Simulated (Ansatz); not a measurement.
# TiSiB in the AlB2 type: Migdal–Eliashberg transition temperature

Wanted: λ, ω_log and Tc of TiSiB in the AlB2 type. The cell shown first is a relaxed one, from steps not shown here.

Calculated with Ansatz 0.2.0; DFT PBE, scalar-relativistic, plane waves, PAW; PAW set soft_1.

The structure was built from a prototype and need not be the compound's stable phase.

## Step 1: The cell after earlier relaxation steps

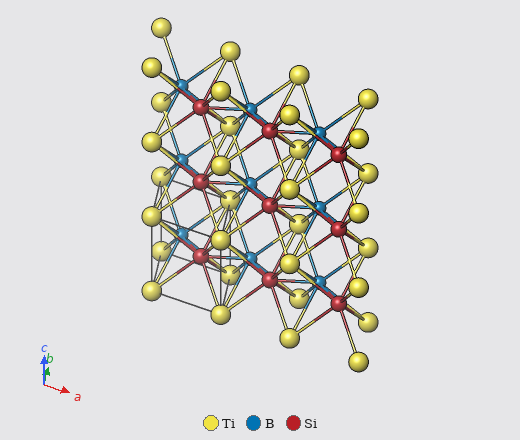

Start, viewed from a free direction; titanium yellow, boron blue, silicon red. 3×1×3 cells are drawn. Some periodic images of atoms are drawn too.

## Step 2: Electron–phonon run: q 3×3×2, k 9×9×6, scattering 12×12×12

The run that gives the couplings also evaluates McMillan's and Allen and Dynes's formulas and, where asked, the Eliashberg equations, over a range of μ*.

Contents of input.yaml:

```yaml
crystal:
  lattice:
    - [3.4416589762, 2.7131e-06, 0.0]
    - [-1.7208318377, 2.980562748, 0.0]
    - [0.0, 0.0, 3.3822744199]
  atoms:
    - { symbol: Ti, position: [0.0, 0.0, 0.0] }
    - { symbol: B, position: [0.3333333333, 0.6666666667, 0.5] }
    - { symbol: Si, position: [0.6666666667, 0.3333333333, 0.5] }
kpoints:
  mp_grid: { grid: [9, 9, 6] }
hamiltonian:
  xc: pbe
  pseudopotentials: { kind: paw, azcp: { folder: soft_1 } }
scf:
  occupations: { method: methfessel_paxton, width: 0.2 }
output:
  eigenvalues: true
phonons:
  method: dfpt
  qmesh: [3, 3, 2]
  temperatures: { t_max: 1000, t_step: 50 }
  qpath:
    path:
      - [[0.0, 0.0, 0.0], [0.5, 0.0, 0.0], [0.33333333, 0.33333333, 0.0], [0.0, 0.0, 0.0], [0.0, 0.0, 0.5], [0.5, 0.0, 0.5], [0.33333333, 0.33333333, 0.5], [0.0, 0.0, 0.5]]
      - [[0.5, 0.0, 0.5], [0.5, 0.0, 0.0]]
      - [[0.33333333, 0.33333333, 0.5], [0.33333333, 0.33333333, 0.0]]
    npoints: 10
  electrical_resistivity:
    mesh: [12, 12, 12]
    temperatures: [20.0, 50.0, 77.0, 100.0, 150.0, 200.0, 300.0, 400.0, 600.0, 800.0]
  superconductivity: { mesh: [12, 12, 12] }
```

Run with:

```sh
ansatz run input.yaml --threads 4 --pin off --max-ram 12288MiB --backend cpu --events-out ev --progress --plain --runs-dir out
```

Numbers of over 12 decimals in the logs are rounded to 6 here.

Log:

```text
Engine: ansatz 0.2.0, aarch64-unknown-linux-gnu
Pseudopotentials: kind: paw
Pseudopotential: Ti, paw, valence charge 12, recommended cutoff 420 eV (normal), soft_1/Ti.paw.azcp
Pseudopotential: B, paw, valence charge 3, recommended cutoff 420 eV (normal), soft_1/B.paw.azcp
Pseudopotential: Si, paw, valence charge 4, recommended cutoff 420 eV (normal), soft_1/Si.paw.azcp
Functional definition: PBE
  parameter kappa = 0.804
  parameter beta = 0.066725
  exchange = pbe_x(kappa = kappa, mu = beta*pi^2/3)
  correlation = pbe_c(beta = beta)
Crystal: 3 atoms, lattice volume = 34.696 Å³
Basis set: ecut = 420 eV, 671 PW (Γ), exchange–correlation on 48×48×48 points (8 copies of the dense FFT grid, shifted against one another)
Bands: 14, of which v1, the nominal top of the filled ones, is band 10 counted from 1 (9 counted from 0)
Symmetry: 12 space group operations
k-points: 48 of 486 (time reversal used)
Non-local potential: Ti, projectors of the file, l = 0: 3, l = 1: 2, l = 2: 3, l = 3: 1
Non-local potential: B, projectors of the file, l = 0: 2, l = 1: 2, l = 2: 1
Non-local potential: Si, projectors of the file, l = 0: 2, l = 1: 2, l = 2: 1
PAW form: soft (Blöchl's): semilocal exchange-correlation on the pseudo side does not see the compensation charge
PAW one-centre angular grid: Ti, 590 points (default); XC on 64 Gauss nodes
PAW one-centre angular grid: B, 110 points (default); XC on 64 Gauss nodes
PAW one-centre angular grid: Si, 110 points (default); XC on 64 Gauss nodes
Initial density: superposition of atomic densities (chi_scale 0.1, normalization cell, long waves kept (reshape's long-wave potential 0.00 eV rms))
Initial wavefunctions: pseudopotential atomic-orbital guess
Functional: x = pbe(κ = 0.804, μ = 0.219515), c = pbe(β = 0.066725)
SCF iter   1: F=—  HF=-3293.088162 eV  |F-HF|=—  |Δ(HF+E_count)|=         —  Δρ=6.42e-2  dr2=2.20e0  ethr=3.10e-3  ⟨swp⟩=5.1  Hψ=3710  notcnv=0
preconditioner: auto → none  [metal: Δε(μ)=0.007 eV  Ē_g=8.016 eV  σ=0.200 eV  W_gap=0.03  n_scr=8 (ndim 8)  ℏωp=20.9 eV  f_vac=0.000  D(μ)=1.91/eV (n_scr^D=20)  sad-step TF]
SCF iter   2: F=—  HF=-3292.813404 eV  |F-HF|=—  |Δ(HF+E_count)|=   2.75e-1  S|Δr|=    0.00e0  Δρ=4.38e-2  dr2=1.07e0  ethr=3.10e-3  ⟨swp⟩=1.6  Hψ=1099  notcnv=0  defer=1
SCF iter   3: F=—  HF=-3292.585625 eV  |F-HF|=—  |Δ(HF+E_count)|=   2.28e-1  S|Δr|=    0.00e0  Δρ=5.42e-3  dr2=9.63e-3  ethr=3.10e-3  ⟨swp⟩=2.1  Hψ=1125  notcnv=0  defer=1
SCF iter   4: F=—  HF=-3292.582937 eV  |F-HF|=—  |Δ(HF+E_count)|=   2.69e-3  S|Δr|=    0.00e0  Δρ=1.13e-3  dr2=4.34e-4  ethr=5.07e-5  ⟨swp⟩=2.5  Hψ=1395  notcnv=0  defer=3
SCF iter   5: F=—  HF=-3292.582870 eV  |F-HF|=—  |Δ(HF+E_count)|=   6.69e-5  S|Δr|=    0.00e0  Δρ=2.62e-4  dr2=2.07e-5  ethr=2.28e-6  ⟨swp⟩=2.2  Hψ=910  notcnv=0  defer=3
SCF iter   6: F=—  HF=-3292.582868 eV  |F-HF|=—  |Δ(HF+E_count)|=   2.52e-6  S|Δr|=    0.00e0  Δρ=4.22e-5  dr2=4.82e-7  ethr=1.09e-7  ⟨swp⟩=2.0  Hψ=922  notcnv=0  defer=3
SCF iter   7: F=—  HF=-3292.582870 eV  |F-HF|=—  |Δ(HF+E_count)|=   2.66e-6  S|Δr|=    0.00e0  Δρ=7.30e-6  dr2=1.96e-8  ethr=2.54e-9  ⟨swp⟩=2.0  Hψ=935  notcnv=0  defer=3
SCF iter   8: F=—  HF=-3292.582870 eV  |F-HF|=—  |Δ(HF+E_count)|=   4.39e-9  S|Δr|=    0.00e0  Δρ=9.67e-7  dr2=2.29e-10  ethr=1.03e-10  ⟨swp⟩=2.6  Hψ=1038  notcnv=0  defer=3
SCF iter   9: F=-3292.582870 eV  HF=-3292.582870 eV  |F-HF|=1.82e-12  |Δ(HF+E_count)|=  1.82e-12  S|Δr|=    0.00e0  Δρ=1.43e-7  dr2=2.37e-12  ethr=1.00e-12  ⟨swp⟩=6.4  Hψ=2899  notcnv=0
SCF 1 converged in 9 iterations: F = -3292.582870 eV  dr2 = 2.37e-12
  greatest PAW one-centre occupation: 0.999 electrons in one spin orbital (limit 2), on the Ti atom at site 0 (counted from 0), in its partial waves of l = 0
phonons: the bands overlap, so this run is a metal and interpolates without the dipole-dipole term. If the crystal is really an insulator or semiconductor, its LO-TO splitting is missing
NSCF: frozen V_eff on 48 k-points
NSCF: frozen V_eff on 164 k-points
DFPT response loops at q = (0, 0, 0) (fractional): preconditioner auto → Kerker (q_TF=auto, 2.468 Å⁻¹) (partly filled bands, converged f_vac=0.000); β = 1.00, the filter's whole step (`scf.mixing.beta` (0.50) is not read by the response loops under this deck's `scf.mixing.preconditioner`; to damp them name `kerker` or `kerker_dos`, under which they read `scf.mixing.beta`, and type it under 1.00, their step now; both keys bind the ground state too); Broyden in place of MSR1
NSCF: frozen V_eff on 328 k-points
DFPT response loops at q = (0, 0, -0.5) (fractional): mixed as the last ones told, above
NSCF: frozen V_eff on 648 k-points
DFPT response loops at q = (0, 0.333333, 0) (fractional): mixed as the last ones told, above
NSCF: frozen V_eff on 648 k-points
DFPT response loops at q = (0, 0.333333, -0.5) (fractional): mixed as the last ones told, above
NSCF: frozen V_eff on 648 k-points
DFPT response loops at q = (0.333333, 0.333333, 0) (fractional): mixed as the last ones told, above
NSCF: frozen V_eff on 648 k-points
DFPT response loops at q = (0.333333, 0.333333, -0.5) (fractional): mixed as the last ones told, above
SCF iter   1: F=—  HF=-3293.088162 eV  |F-HF|=—  |Δ(HF+E_count)|=         —  Δρ=6.42e-2  dr2=2.20e0  ethr=3.10e-3  ⟨swp⟩=5.1  Hψ=3710  notcnv=0
SCF iter   2: F=—  HF=-3292.813404 eV  |F-HF|=—  |Δ(HF+E_count)|=   2.75e-1  S|Δr|=    0.00e0  Δρ=4.38e-2  dr2=1.07e0  ethr=3.10e-3  ⟨swp⟩=1.6  Hψ=1099  notcnv=0  defer=1
SCF iter   3: F=—  HF=-3292.585625 eV  |F-HF|=—  |Δ(HF+E_count)|=   2.28e-1  S|Δr|=    0.00e0  Δρ=5.42e-3  dr2=9.63e-3  ethr=3.10e-3  ⟨swp⟩=2.1  Hψ=1125  notcnv=0  defer=1
SCF iter   4: F=—  HF=-3292.582937 eV  |F-HF|=—  |Δ(HF+E_count)|=   2.69e-3  S|Δr|=    0.00e0  Δρ=1.13e-3  dr2=4.34e-4  ethr=5.07e-5  ⟨swp⟩=2.5  Hψ=1395  notcnv=0  defer=3
SCF iter   5: F=—  HF=-3292.582870 eV  |F-HF|=—  |Δ(HF+E_count)|=   6.69e-5  S|Δr|=    0.00e0  Δρ=2.62e-4  dr2=2.07e-5  ethr=2.28e-6  ⟨swp⟩=2.2  Hψ=910  notcnv=0  defer=3
SCF iter   6: F=—  HF=-3292.582868 eV  |F-HF|=—  |Δ(HF+E_count)|=   2.52e-6  S|Δr|=    0.00e0  Δρ=4.22e-5  dr2=4.82e-7  ethr=1.09e-7  ⟨swp⟩=2.0  Hψ=922  notcnv=0  defer=3
SCF iter   7: F=—  HF=-3292.582870 eV  |F-HF|=—  |Δ(HF+E_count)|=   2.66e-6  S|Δr|=    0.00e0  Δρ=7.30e-6  dr2=1.96e-8  ethr=2.54e-9  ⟨swp⟩=2.0  Hψ=935  notcnv=0  defer=3
SCF iter   8: F=—  HF=-3292.582870 eV  |F-HF|=—  |Δ(HF+E_count)|=   4.39e-9  S|Δr|=    0.00e0  Δρ=9.67e-7  dr2=2.29e-10  ethr=1.03e-10  ⟨swp⟩=2.6  Hψ=1038  notcnv=0  defer=3
SCF iter   9: F=-3292.582870 eV  HF=-3292.582870 eV  |F-HF|=9.09e-13  |Δ(HF+E_count)|=  1.82e-12  S|Δr|=    0.00e0  Δρ=1.42e-7  dr2=2.35e-12  ethr=1.00e-12  ⟨swp⟩=3.0  Hψ=1609  notcnv=0
[...]
200.00      2.4190e1              no      2.7326e1      2.7326e1      1.7920e1        2.5943e1          2.4463e1
    300.00      3.9632e1              no      4.4664e1      4.4664e1      2.9568e1        4.2286e1          4.0056e1
    400.00      5.4508e1              no      6.1353e1      6.1353e1      4.0819e1        5.8436e1          5.5099e1
    600.00      8.3006e1              no      9.3285e1      9.3285e1      6.2447e1        9.0445e1          8.3949e1
    800.00      1.1011e2              no      1.2359e2      1.2359e2      8.3161e1        1.2212e2          1.1142e2
  mean free path at 20 K (of a tensor a third of its trace): 7316 nm by what each carries, 5014 by the Fermi surface alone
  mean free path at 50 K (of a tensor a third of its trace): 79.3 nm by what each carries, 58.8 by the Fermi surface alone
  Hall coefficient in a weak field at 50 K (a third of the trace): -8.643e-11 m³/C (as a tensor it moves by 10.7 % between the two finest meshes); by each state's relaxation time: -8.470e-11 m³/C; by a constant relaxation time: -1.339e-10 m³/C
  mean free path at 77 K (of a tensor a third of its trace): 21.9 nm by what each carries, 17.5 by the Fermi surface alone
  Hall coefficient in a weak field at 77 K (a third of the trace): -8.973e-11 m³/C (as a tensor it moves by 8.5 % between the two finest meshes); by each state's relaxation time: -8.939e-11 m³/C; by a constant relaxation time: -1.335e-10 m³/C
  mean free path at 100 K (of a tensor a third of its trace): 12.0 nm by what each carries, 10.0 by the Fermi surface alone
  Hall coefficient in a weak field at 100 K (a third of the trace): -9.036e-11 m³/C (as a tensor it moves by 7.8 % between the two finest meshes); by each state's relaxation time: -9.004e-11 m³/C; by a constant relaxation time: -1.333e-10 m³/C
  mean free path at 150 K (of a tensor a third of its trace): 5.79 nm by what each carries, 5.05 by the Fermi surface alone
  Hall coefficient in a weak field at 150 K (a third of the trace): -9.066e-11 m³/C (as a tensor it moves by 6.8 % between the two finest meshes); by each state's relaxation time: -9.025e-11 m³/C; by a constant relaxation time: -1.329e-10 m³/C
  mean free path at 200 K (of a tensor a third of its trace): 3.81 nm by what each carries, 3.38 by the Fermi surface alone
  Hall coefficient in a weak field at 200 K (a third of the trace): -9.102e-11 m³/C (as a tensor it moves by 6.5 % between the two finest meshes); by each state's relaxation time: -9.054e-11 m³/C; by a constant relaxation time: -1.327e-10 m³/C
  mean free path at 300 K (of a tensor a third of its trace): 2.31 nm by what each carries, 2.06 by the Fermi surface alone
  Hall coefficient in a weak field at 300 K (a third of the trace): -9.267e-11 m³/C (as a tensor it moves by 6.8 % between the two finest meshes); by each state's relaxation time: -9.205e-11 m³/C; by a constant relaxation time: -1.322e-10 m³/C
  mean free path at 400 K (of a tensor a third of its trace): 1.69 nm by what each carries, 1.50 by the Fermi surface alone
  Hall coefficient in a weak field at 400 K (a third of the trace): -9.552e-11 m³/C (as a tensor it moves by 7.0 % between the two finest meshes); by each state's relaxation time: -9.475e-11 m³/C; by a constant relaxation time: -1.317e-10 m³/C
  mean free path at 600 K (of a tensor a third of its trace): 1.14 nm by what each carries, 0.982 by the Fermi surface alone
  Hall coefficient in a weak field at 600 K (a third of the trace): -1.042e-10 m³/C (as a tensor it moves by 6.7 % between the two finest meshes); by each state's relaxation time: -1.031e-10 m³/C; by a constant relaxation time: -1.313e-10 m³/C
  mean free path at 800 K (of a tensor a third of its trace): 0.879 nm by what each carries, 0.740 by the Fermi surface alone
  Hall coefficient in a weak field at 800 K (a third of the trace): -1.159e-10 m³/C (as a tensor it moves by 6.0 % between the two finest meshes); by each state's relaxation time: -1.144e-10 m³/C; by a constant relaxation time: -1.322e-10 m³/C
  the resistivity times a path that all electrons share, by the Fermi surface of the deck's mesh alone (a third of the trace): 8.090e-16 Ω·m²
  not converged in the mesh (λ; λ_tr; the resistivity at 20 K by 6.44 %; the resistivity at 50 K by 21.73 %; the resistivity at 77 K by 26.46 %; the resistivity at 100 K by 28.92 %; the resistivity at 150 K by 31.80 %; the resistivity at 200 K by 33.44 %; the resistivity at 300 K by 35.58 %; the resistivity at 400 K by 37.18 %; the resistivity at 600 K by 39.75 %; the resistivity at 800 K by 41.64 %): between neighbo [...]
  vibrations of 18 cells: unjudged by the run; compare a larger repeat
  the changes of the potential over all sites missed a rigid shift's by 0.00 % (the site terms' by 0.05 %)
  between the force constants' wavevectors the phonons are obtained by Fourier interpolation alone: along a vector of fewer than three repeats the shortest translation of the supercell is 6.765 Å, and under 7.500 Å the phonon self-energy is left out by default: enlarge phonons.supercell (under dfpt, phonons.qmesh)
--- Superconductivity: potentials and phonons of a 3×3×2 supercell ---
           mesh         λ    ħω_log (meV)  μ* declared at (meV)
       12×12×12    1.2443          19.887               27.299
          6×6×6    1.1135          19.791               26.930
          3×3×3    2.7403          17.462               23.509
  λ by the species' shares of the modes' patterns: Ti 0.8553, B 0.1696, Si 0.2194
  with the Fermi level up to 92.9 meV (the hardest mode) off, states and modes as they are: density of states 0.7287 to 1.0172 /eV of one spin and cell, λ 0.9732 to 1.5621
  transition temperature on the deck's mesh (K), isotropic and anisotropic, restricted to the Fermi surface (FSR) and over the full bandwidth (FBW), and the last with the density of states resolved in a narrower window:
        μ*   McMillan   Allen–Dynes      iso. FSR      iso. FBW    aniso. FSR    aniso. FBW  narrow window
      0.08     23.155        25.804        24.457        24.564        25.278        25.429         25.422
      0.10     21.584        23.809        22.351        22.443        23.216        23.357         23.348
      0.12     20.022        21.896        20.342        20.424        21.251        21.386         21.375
      0.13     19.246        20.966        19.374        19.452        20.304        20.438         20.425
      0.14     18.474        20.053        18.429        18.505        19.383        19.516         19.501
      0.16     16.945        18.275        16.612        16.686        17.611        17.744         17.726
      0.20     13.966        14.902        13.268        13.349        14.355        14.495         14.468
  isotope coefficients −∂ln Tc/∂ln M under μ* = 0.13, the force constants as they are, of the isotropic transitions restricted to the Fermi surface and over the full bandwidth: Ti 0.388 and 0.389, B 0.039 and 0.039, Si 0.031 and 0.032
  gaps at the Fermi level over the full bandwidth under μ* = 0.1, 5.839 K: 1.830 to 5.264 meV
  gaps at the Fermi level over the full bandwidth under μ* = 0.13, 5.110 K: 1.416 to 4.567 meV
  gaps at the Fermi level over the full bandwidth under μ* = 0.16, 4.436 K: 1.064 to 3.932 meV
  not converged in the mesh (λ, the transition temperature): between neighbouring meshes, the two finest first, λ moves by 10.51 % and 146.09 % and the anisotropic transition temperature over the full bandwidth at μ* = 0.13 by 12.76 % and 145.36 %; converged means that the two finest part by at most 2.00 % and 5.00 %
  vibrations of 18 cells: unjudged by the run; compare a larger repeat
  the changes of the potential over all sites missed a rigid shift's by 0.00 % (the site terms' by 0.05 %)
  between the force constants' wavevectors the phonons are obtained by Fourier interpolation alone: along a vector of fewer than three repeats the shortest translation of the supercell is 6.765 Å, and under 7.500 Å the phonon self-energy is left out by default: enlarge phonons.supercell (under dfpt, phonons.qmesh)
[key lines of the parts left out:]
SCF converged after 9 iterations
Free energy (F): -3292.582870 eV
Fermi energy:    14.088359 eV
```

Wall time 2.6 min (4 threads of Arm Neoverse V1, shared host); peak memory 0.78 GiB.

Reading the cycles: dr2 is the Hartree energy of the density residual (eV), the measure of convergence; HF is the Harris–Foulkes estimate of the energy, which meets the free energy F at convergence.

Numbers from this step:

| Item | Value |
| --- | --- |
| volume per atom | 11.57 Å³/atom |
| metallic on mesh | yes |
| gap on the k-mesh | 0 eV |
| zero point energy | 0.1951 eV/cell |
| share of imaginary modes in the plain interpolation between solved wavevectors | 0 |
| highest frequency, solved or plainly interpolated | 749.3 cm⁻¹ |
| Debye temperature (second moment) | 758 K |
| resistivity at 300 K | 39.63 μΩ cm, mean of the axes |
| coupling constant λ | 1.244 |
| density of states at the Fermi level | 0.8401 states/eV a spin and cell |
| log mean phonon energy ħω_log | 19.89 meV |
| transport coupling constant λ_tr | 1.221, 1.221, 1.149 (xx, yy, zz) |
| Drude plasma energy | 5.361, 5.361, 6.425 eV (xx, yy, zz) |
| resistivity times mean free path | 8.87, 8.87, 6.529 × 10⁻¹⁶ Ω m² (xx, yy, zz) |
| second-moment phonon energy ħω₂ | 27.30 meV |

Transition temperatures:

```tsv
μ*	McMillan Tc (K)	Allen–Dynes Tc (K)	isotropic Fermi-surface Tc (K)	isotropic full bandwidth Tc (K)	anisotropic Fermi-surface Tc (K)	anisotropic full bandwidth Tc (K)	anisotropic narrow window Tc (K)
0.08	23.2	25.8	24.5	24.6	25.3	25.4	25.4
0.1	21.6	23.8	22.4	22.4	23.2	23.4	23.3
0.12	20	21.9	20.3	20.4	21.3	21.4	21.4
0.13	19.2	21	19.4	19.5	20.3	20.4	20.4
0.14	18.5	20.1	18.4	18.5	19.4	19.5	19.5
0.16	16.9	18.3	16.6	16.7	17.6	17.7	17.7
0.2	14	14.9	13.3	13.3	14.4	14.5	14.5
```

[end of part 1 of 2]

[Logs are printed without paths, hosts, clocks, repeated set-up lines and the standing remarks that a program may print on its own settings, such as how far it seeks lower states.]

[Hosts, paths, dates, database ids (printed as entryN), source tags and the programs' standing remarks are cut or masked in the printed files.]
